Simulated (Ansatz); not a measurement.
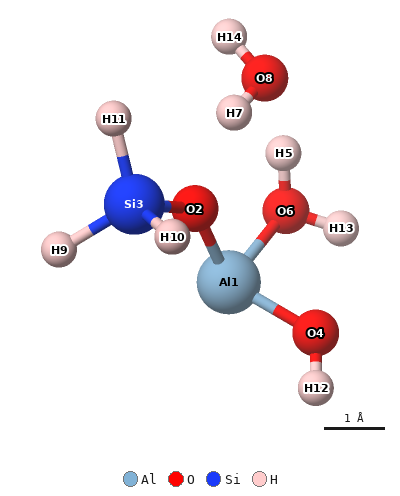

The structure (ball-and-stick view, seen at a tilt; atoms are numbered from 1 in the order of the input). Sticks mark near contacts.

Run report: AlSiH₈O₄, single-point calculation

System: AlSiH₈O₄, multiplicity 2.
Method: UKS PBE0-D4/def2-TZVPP (Ansatz 0.2.0).

The geometry is the reactant side of a reaction. The reaction was set up to form Al1–O6, H5–O8 and O2–H7 and to break Al1–O2, H5–O6 and H7–O8 (atoms counted from 1 in the order of the input); sticks are drawn by distance alone. The geometry comes from this level: PBE0-D4/def2-TZVP.

### Input
```yaml
crystal:
  periodic: [false, false, false]
  atoms:
    - {symbol: Al, position_ang: [-1.506933, -0.057652, 0.164386]}
    - {symbol: O, position_ang: [0.083460, -0.414312, -0.517360]}
    - {symbol: Si, position_ang: [0.676942, -1.102447, -1.875812]}
    - {symbol: O, position_ang: [-2.184708, 1.496880, -0.169495]}
    - {symbol: H, position_ang: [0.116904, 0.494073, 1.974441]}
    - {symbol: O, position_ang: [-0.888403, 0.520578, 1.898802]}
    - {symbol: H, position_ang: [1.354924, 0.011834, 0.673437]}
    - {symbol: O, position_ang: [1.635809, 0.330606, 1.559775]}
    - {symbol: H, position_ang: [-0.074080, -2.335151, -2.238444]}
    - {symbol: H, position_ang: [0.627560, -0.165205, -3.030118]}
    - {symbol: H, position_ang: [2.100076, -1.469031, -1.628929]}
    - {symbol: H, position_ang: [-2.930612, 1.614911, -0.754092]}
    - {symbol: H, position_ang: [-1.191307, 1.433205, 1.995858]}
    - {symbol: H, position_ang: [2.180368, -0.358291, 1.947452]}
basis:
  gaussian: {orbitals: def2-TZVPP}
magnetization: {spin_polarized: true, initial_magnetization: 1}
hamiltonian: {xc: pbe0, dispersion: d4}
output: {orbitals: {seedname: orbitals}}
```

Machine: 4 CPU threads, shared host.

Command:
```bash
ansatz run in.yaml --threads 4 --pin off --events-out ev --progress --plain --max-ram 46080MiB --backend cuda --devices 0, --max-vram 37GiB
```

### What the program printed
```
Functional definition: PBE0
  name "PBE0"
  cite "Adamo & Barone, J. Chem. Phys. 110, 6158 (1999) doi:10.1063/1.478522"
  cite "Perdew, Burke & Ernzerhof, Phys. Rev. Lett. 77, 3865 (1996) doi:10.1103/PhysRevLett.77.3865"
  parent pbe
  parameter a = 0.25
  parameter kappa = 0.804
  parameter beta = 0.06672455060314922
  exchange = (1 - a)*pbe_x(kappa = kappa, mu = beta*pi^2/3) + a*exact_x
  correlation = pbe_c(beta = beta)
1667 factors; their error is unknown
mean field evaluation 1: about -22770.5475 eV, gradient 7.0e1 eV
mean field evaluation 2: about -22734.8737 eV, gradient 1.2e2 eV
mean field evaluation 4: about -22786.2782 eV, gradient 7.5e0 eV
mean field evaluation 8: about -22786.4484 eV, gradient 1.7e-1 eV
mean field evaluation 16: about -22786.4941 eV, gradient 5.9e-4 eV
mean field -22786.49413146 eV, -837.3882140908 hartree, gradient 2.8e-5 eV, S^2 0.750964; 0 other end points of the search recorded, 0 dependent functions left out
reference -22786.49417023 eV, -837.3882155155 hartree; 34, 33 occupied and 286, 287 virtual orbitals, 1667 factors
Total energy: -22786.73758240 eV, -837.3971607479 hartree
```

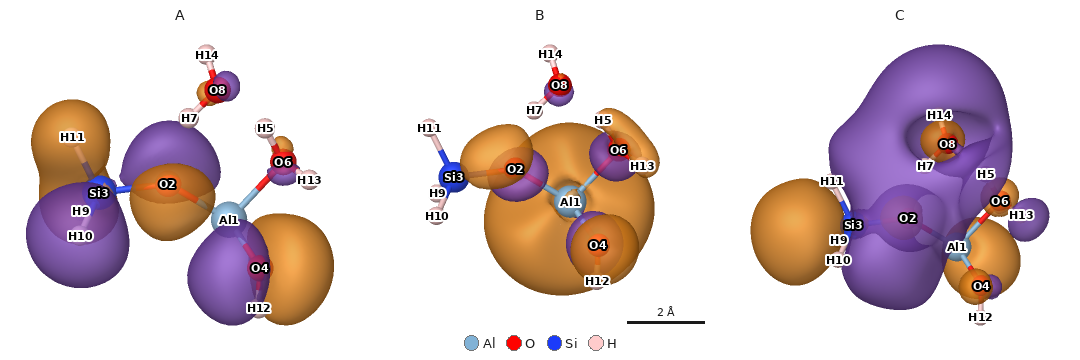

Three frontier orbitals at ±0.05 Å⁻³ᐟ² (orange and purple are the two phases). A is the HOMO−1 (α) (−8.40 eV). By Hirshfeld shares it lies mainly on O4 (40 %), O2 (20 %), Si3 (10 %) and H10 (10 %). B is the HOMO (α) (−4.82 eV). By Hirshfeld shares it lies mainly on Al1 (75 %) and O4 (10 %). C is the LUMO (α) (0.21 eV). Its weight (Hirshfeld) is mainly on Si3 (30 %), H14 (20 %), Al1 (15 %) and O8 (10 %). The HOMO–LUMO gap is 5.03 eV between the orbital energies.

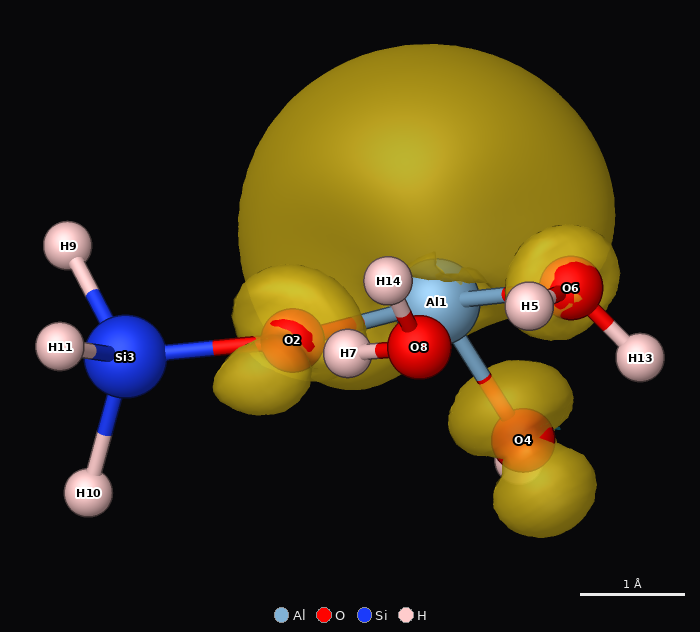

Isosurfaces of the spin density at +0.008 (yellow) and −0.008 e/Å³ (cyan), seen from the side. The unpaired spin (1 electron) lies mostly on Al1 (about 0.8), in electrons by Hirshfeld's partition.

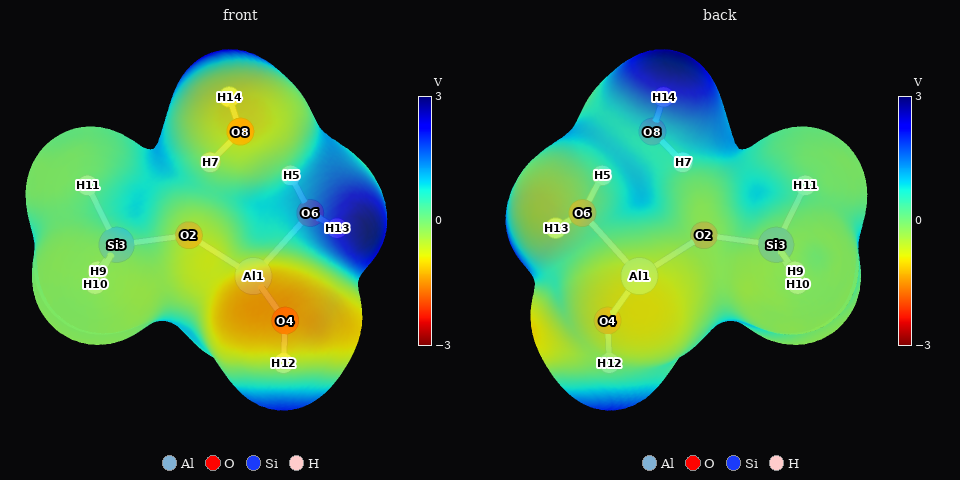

The electrostatic potential painted on the density surface at 0.002 e/bohr³, seen face on and from behind; the colour scale runs from red (negative) to blue (positive).

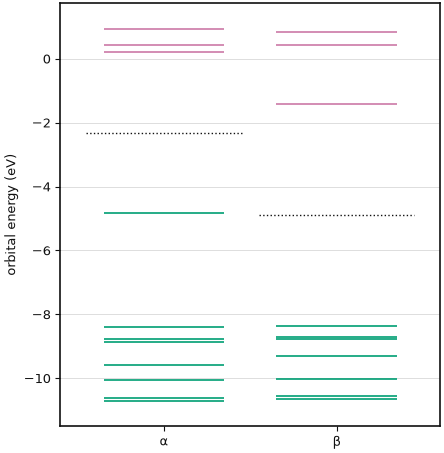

Orbital energies near the frontier for α and β spins; the dotted line parts filled from empty levels, and levels within 0.02 eV of each other stand side by side. α: highest filled −4.82 eV, lowest empty 0.21 eV, 5.03 eV apart; β: highest filled −8.37 eV, lowest empty −1.41 eV, 6.96 eV apart.

### Results in brief

- outcome: converged
- total energy: −22786.7376 eV
- mean-field energy: −22786.4942 eV
- dispersion energy: −0.2434 eV
- ⟨S²⟩: 0.751
- SCF solution under orbital rotations: stable
- HOMO (either spin): −4.82 eV
- LUMO (either spin): −1.41 eV
- wall time: 2.9 s (CPU time 3.7 s)
- peak memory: 0.94 GiB
